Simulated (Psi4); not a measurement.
# AlCl2 (SMILES [Cl][Al][Cl]) at UB2PLYP/cc-pVTZ (density fitting for correlation)

What is the energy change on altering one bond length of AlCl2 at UB2PLYP/cc-pVTZ (density fitting for correlation)? 

The results are computed with Psi4 1.11.

2 further runs of the same task are left out: 2 set aside as unsound or not needed.

## Step 1: Starting point

AlCl2: 3 atoms, total charge 0, spin state doublet. As SMILES, `[Cl][Al][Cl]`. The shape is that of a PBE0-D4/def2-TZVP optimisation.

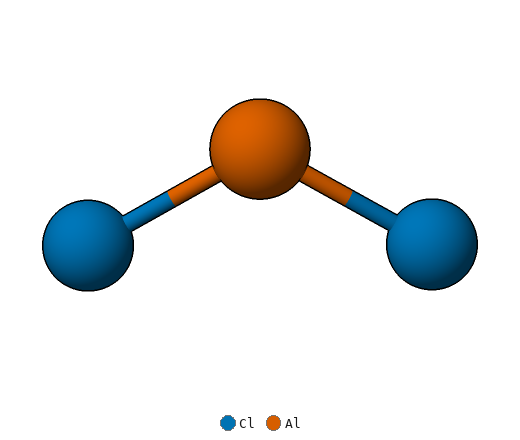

The structure, seen from a chosen angle (chlorine blue, aluminium orange).

## Step 2: The energy at UB2PLYP/cc-pVTZ (density fitting for correlation)

alcl2.py reads:

```python
import psi4

psi4.set_memory(1600000000)
psi4.set_num_threads(1)
psi4.set_output_file('output.dat', False)

m = psi4.geometry("""
0 2
Cl     2.59799548     1.64084919     1.58491330
Al    -0.81655066     0.98398039    -0.33485947
Cl    -1.80204283    -2.74728384    -1.27499822
units bohr
symmetry c1
""")

options = {'basis': 'cc-pVTZ', 'reference': 'uks', 'puream': True, 'e_convergence': 1e-09, 'd_convergence': 1e-08, 'scf_type': 'pk', 'dft_radial_points': 99, 'dft_spherical_points': 590, 'num_frozen_docc': 15, 'maxiter': 200}
psi4.set_options(options)

result, w = psi4.energy("b2plyp", return_wfn=True)
print(f'b2plyp energy: {result:.10f} Eh')
```

Run with:

```sh
python alcl2.py
```

output.dat:

```text
[...]
  Running in c1 symmetry.
[...]
  Nuclear repulsion =  153.526194877914463
[...]
  Multiplicity = 2
[...]
  Nalpha       = 24
  Nbeta        = 23
[...]
    Number of basis functions: 102
[...]
   @UKS iter   1: -1162.41848336990415   -3.29326e-01   3.26055e-03 DIIS/ADIIS
[...]
   @UKS iter  11: -1162.46913221610134   -1.54614e-11   4.06673e-09 DIIS
[...]
   @S^2 Observed:                7.524740501E-01
[...]
    Orbital Energies [Eh]
    ---------------------
    Alpha Occupied:
       1A   -102.925447     2A   -102.925438     3A    -57.145633
       4A     -9.915696     5A     -9.915685     6A     -7.554558
       7A     -7.554548     8A     -7.550993     9A     -7.550983
      10A     -7.550737    11A     -7.550727    12A     -4.522985
      13A     -2.976557    14A     -2.976507    15A     -2.973705
      16A     -0.941318    17A     -0.930250    18A     -0.511846
      19A     -0.450919    20A     -0.414249    21A     -0.409404
      22A     -0.393314    23A     -0.386873    24A     -0.279079
    Alpha Virtual:
      25A     -0.030345    26A      0.053395    27A      0.059941
[...]
  @UKS Final Energy: -1162.46913221610134
   => Energetics <=
    Nuclear Repulsion Energy =            153.5261948779144632
    One-Electron Energy =               -1914.1793912638731854
    Two-Electron Energy =                 634.0362353369177981
    DFT Exchange-Correlation Energy =     -35.8521711670603480
    Empirical Dispersion Energy =           0.0000000000000000
    VV10 Nonlocal Energy =                  0.0000000000000000
    Total Energy =                      -1162.4691322161013431
[...]
 Multipole Moments:
 ------------------------------------------------------------------------------------
     Multipole            Electronic (a.u.)      Nuclear  (a.u.)        Total (a.u.)
 ------------------------------------------------------------------------------------
 L = 1.  Multiply by 2.5417464519 to convert [e a0] to [Debye]
 Dipole X            :         -0.5245671            0.1098554           -0.4147117
 Dipole Y            :          0.6227377           -0.1303686            0.4923691
 Dipole Z            :         -0.0000000           -0.0000000           -0.0000000
 Magnitude           :                                                    0.6437493
[...]
```

On the terminal:

```text
b2plyp energy: -1162.6082139739 Eh
```

It took 19 s on 1 thread of Intel Xeon 6975P-C (Granite Rapids), shared host; peak memory 0.82 GiB.

## Step 3: The distorted shape

alcl2.xyz reads:

```xyz
3
AlCl2
Cl     1.916868     0.972580     1.143469
Al    -0.432100     0.520700    -0.177200
Cl    -0.953600    -1.453800    -0.674700
```

run_ase.py reads:

```python
import numpy as np
from ase.calculators.psi4 import Psi4
from ase.io import read

mol = read('alcl2.xyz')
calc = Psi4(atoms=mol, method='b2plyp', basis='cc-pVTZ', memory='1600MB', num_threads=1, charge=0, multiplicity=2, label='psi4-calc', reference='uks')
calc.psi4.set_options({'puream': True, 'e_convergence': 1e-09, 'd_convergence': 1e-08, 'scf_type': 'pk', 'dft_radial_points': 99, 'dft_spherical_points': 590, 'num_frozen_docc': 15, 'maxiter': 200})
mol.calc = calc

print(f'energy: {mol.get_potential_energy():.6f} eV')
```

Run with:

```sh
python run_ase.py
```

psi4-calc.dat:

```text
[...]
  Running in c1 symmetry.
[...]
  Nuclear repulsion =  135.067278149682551
[...]
  Multiplicity = 2
[...]
  Nalpha       = 24
  Nbeta        = 23
[...]
    Number of basis functions: 102
[...]
   @UKS iter   1: -1162.33669456950315   -5.06538e-01   3.70683e-03 ADIIS/DIIS
[...]
   @UKS iter  16: -1162.42260885117798   -7.04858e-12   2.81358e-09 DIIS
[...]
   @S^2 Observed:                7.652315241E-01
[...]
    Orbital Energies [Eh]
    ---------------------
    Alpha Occupied:
       1A   -102.950943     2A   -102.890375     3A    -57.188200
       4A     -9.940688     5A     -9.876689     6A     -7.579739
       7A     -7.575878     8A     -7.575676     9A     -7.519134
      10A     -7.511151    11A     -7.511037    12A     -4.560694
      13A     -3.013595    14A     -3.013259    15A     -3.010307
      16A     -0.959117    17A     -0.873404    18A     -0.516571
      19A     -0.424855    20A     -0.423377    21A     -0.404876
      22A     -0.346333    23A     -0.346055    24A     -0.313998
    Alpha Virtual:
      25A     -0.057200    26A     -0.007524    27A      0.035276
[...]
  @UKS Final Energy: -1162.42260885117798
   => Energetics <=
    Nuclear Repulsion Energy =            135.0672781496825507
    One-Electron Energy =               -1877.2523328182214755
    Two-Electron Energy =                 615.5692862791911466
    DFT Exchange-Correlation Energy =     -35.8068404618301628
    Empirical Dispersion Energy =           0.0000000000000000
    VV10 Nonlocal Energy =                  0.0000000000000000
    Total Energy =                      -1162.4226088511779835
[...]
 Multipole Moments:
 ------------------------------------------------------------------------------------
     Multipole            Electronic (a.u.)      Nuclear  (a.u.)        Total (a.u.)
 ------------------------------------------------------------------------------------
 L = 1.  Multiply by 2.5417464519 to convert [e a0] to [Debye]
 Dipole X            :         -1.6062656            0.1457725           -1.4604931
 Dipole Y            :          0.3419775           -0.1214555            0.2205220
 Dipole Z            :         -0.8321363            0.0656621           -0.7664742
 Magnitude           :                                                    1.6640772
[...]
```

Standard output:

```text
energy: -31634.947309 eV
```

Run time: 19 s. Hardware: 1 thread of Intel Xeon 6975P-C (Granite Rapids), shared host; peak memory 0.85 GiB.

## Step 4: Summary of results

At UB2PLYP/cc-pVTZ (density fitting for correlation), 15 core orbitals frozen:

| quantity | value |
| --- | --- |
| first shape: total energy | -1162.60821 Eh |
| first shape: HOMO energy (SCF part's orbitals) (highest over α and β) | -7.59 eV |
| first shape: LUMO energy (SCF part's orbitals) (lowest over α and β) | -2.17 eV |
| first shape: ⟨S²⟩ | 0.752 |
| distorted shape: total energy | -1162.56288 Eh |
| distorted shape: HOMO energy (SCF part's orbitals) (highest over α and β) | -8.54 eV |
| distorted shape: LUMO energy (SCF part's orbitals) (lowest over α and β) | -3.51 eV |
| distorted shape: ⟨S²⟩ | 0.765 |
| energy change with the Cl1–Al2 bond stretched from 2.102 to 2.732 Å | 1.234 eV |

In words: With the Cl1–Al2 bond stretched from 2.102 to 2.732 Å the energy rises by 1.23 eV (28 kcal/mol). The first shape isn't relaxed at this level, so the change isn't measured from a minimum.
